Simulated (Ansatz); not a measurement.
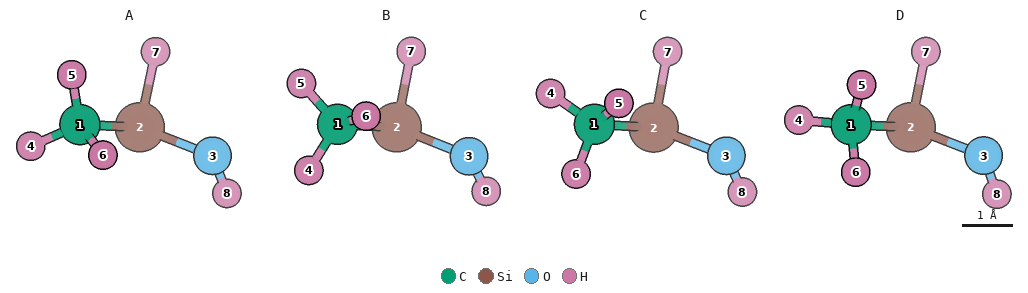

4 geometries from a converged minimum-energy path of CH5OSi (charge −1), shuffled. Style: ball-and-stick. Shown from a free direction.

Level of theory: RKS BHLYP/def2-SVP (Ansatz). Run with 7 movable images; climbing image; force threshold 0.03 eV/Å; iteration limit 60; starting path through a guess of the saddle point.

**Which frame is the top of the path?**

A. In order along the path, whose images run from 0 to 8: B (image 1, +0.012 eV), A (image 4, +0.081 eV), D (image 6, +0.041 eV), C (image 8, 0.000 eV). The motion is a rotation about the C1–Si2 bond by about 120°. No bond forms or breaks between the ends. Among the angles between lasting bonds that change up to the highest image: Si2–C1–H6 112.5° → 107.2°, Si2–C1–H5 110.2° → 114.7°.

Limits of the set-up: the basis has no diffuse functions, which an anion needs.

Cost: 4.3 min on 1 thread of Arm Neoverse V1, on a shared host, peak memory 0.13 GiB.
